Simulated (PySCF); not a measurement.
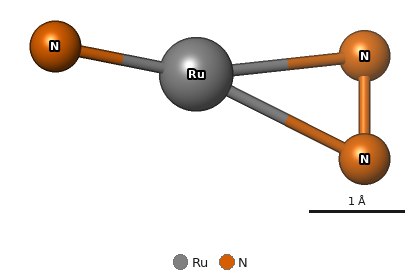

The input geometry (ball-and-stick view, seen at a tilt). Sticks mark near contacts.

**RuN3 (charge −1): frequency calculation**

RuN3, charge −1, computed with UKS-based PBE0, Ru def2-SVPD with ECP28, N def2-SVPD; non-relativistic Hamiltonian with a scalar-relativistic core potential; density fitting (PySCF 2.14.0).

Log:
```
init E= -258.77581727698
  alpha nocc = 19  HOMO = 0.0145912348756898  LUMO = 0.0941512734661032
  beta  nocc = 19  HOMO = 0.0147492413926287  LUMO = 0.0941512734661032
  HOMO = 0.0147492413926  LUMO = 0.0941512734661  gap/eV = 2.16064
cycle= 1 E= -258.775817276907  delta_E= 7.29e-11  |g|= 1.44e-05  |ddm|= 1.66e-05
  alpha nocc = 19  HOMO = 0.0145918066595421  LUMO = 0.0941512570325536
  beta  nocc = 19  HOMO = 0.0147497923868514  LUMO = 0.0941512570325536
  HOMO = 0.0147497923869  LUMO = 0.0941512570326  gap/eV = 2.16062
cycle= 2 E= -258.775817275467  delta_E= 1.44e-09  |g|= 6.12e-05  |ddm|= 5.19e-05
  alpha nocc = 19  HOMO = 0.0145915063790554  LUMO = 0.0941511991230684
  beta  nocc = 19  HOMO = 0.0147495067590437  LUMO = 0.0941511991230684
  HOMO = 0.014749506759  LUMO = 0.0941511991231  gap/eV = 2.16063
cycle= 3 E= -258.775817276998  delta_E= -1.53e-09  |g|= 2.27e-06  |ddm|= 4.05e-05
  alpha nocc = 19  HOMO = 0.0145914558650126  LUMO = 0.094151304712522
  beta  nocc = 19  HOMO = 0.0147494573717655  LUMO = 0.094151304712522
  HOMO = 0.0147494573718  LUMO = 0.0941513047125  gap/eV = 2.16063
cycle= 4 E= -258.775817277  delta_E= -2.05e-12  |g|= 7.93e-07  |ddm|= 4.07e-06
  alpha nocc = 19  HOMO = 0.0145913774704649  LUMO = 0.0941512063302046
  beta  nocc = 19  HOMO = 0.0147493781767967  LUMO = 0.0941512063302046
  HOMO = 0.0147493781768  LUMO = 0.0941512063302  gap/eV = 2.16063
Extra cycle  E= -258.775817277006  delta_E= -6.48e-12  |g|= 1.1e-06  |ddm|= 1.1e-05
converged SCF energy = -258.775817277006  <S^2> = 0.044623688  2S+1 = 1.085585
```

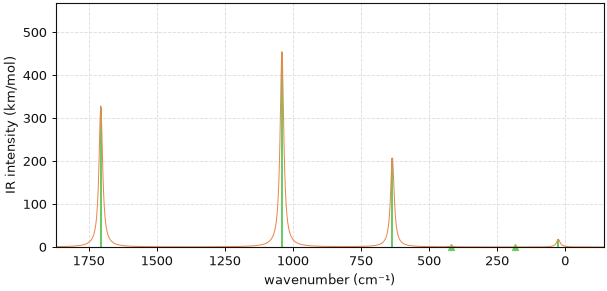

Harmonic infrared spectrum, unscaled: sticks (degenerate modes added up, dark ones marked on the axis) with a Lorentzian envelope of 16 cm⁻¹ full width, scaled to the tallest stick. 6 modes from 25 to 1705 cm⁻¹, none imaginary. The strongest line is at 1040 cm⁻¹ (455 km/mol). All modes, in cm⁻¹ (km/mol): 25 (17.8), 183 (0.0), 418 (1.4), 634 (208), 1040 (455), 1705 (327).

The run was set up as follows.

Input file:
```python
from pyscf import gto, scf, dft
mol = gto.M(atom='''
Ru     0.000002    -0.000001    -0.219729
N      0.606449     0.000006     1.717671
N     -0.606480     0.000006     1.717660
N      0.000016    -0.000006    -1.839341''',
    basis={'Ru': 'def2-SVPD', 'N': 'def2-SVPD'},
    ecp={'Ru': 'def2-SVPD'},
    charge=-1, spin=0)
mf = dft.UKS(mol, xc='PBE0')
mf.grids.atom_grid = (75, 302)
aux = {'Ru': 'def2-universal-JKFIT', 'N': 'def2-universal-JKFIT'}
mf = mf.density_fit(auxbasis=aux)
mf.conv_tol = 1e-09
mf.diis_space = 10
mf.max_cycle = 60
mf.verbose = 4
mf.kernel()
```

The script is an equivalent of the set-up of the self-consistent field. The run itself was carried out by a driver, which started from the orbitals of the step before it where there was one and computed the further properties.

Launched with:
```bash
OMP_NUM_THREADS=2 python axn.py task.json out
```

Results in brief:

| quantity | value |
| --- | --- |
| outcome | converged |
| total energy | −258.775817 hartree |
| ⟨S²⟩ | 0.045 |
| HOMO | 0.40 eV |
| LUMO | 2.56 eV |
| zero-point energy | 0.009125 hartree |
| wavenumbers, lowest and highest | 25 and 1705 cm⁻¹ |
| hardware | 2 threads of Arm Neoverse V1, 24 GiB of memory available, shared host |
| wall time | 2 min (CPU time 3.8 min) |
| peak memory | 1.3 GiB |

Notes:

The highest filled orbital lies above zero: either the extra electron isn't bound at this level, or the self-interaction error of the functional lifts the level. The run takes a singlet; with an open-shell metal another spin state may lie lower.
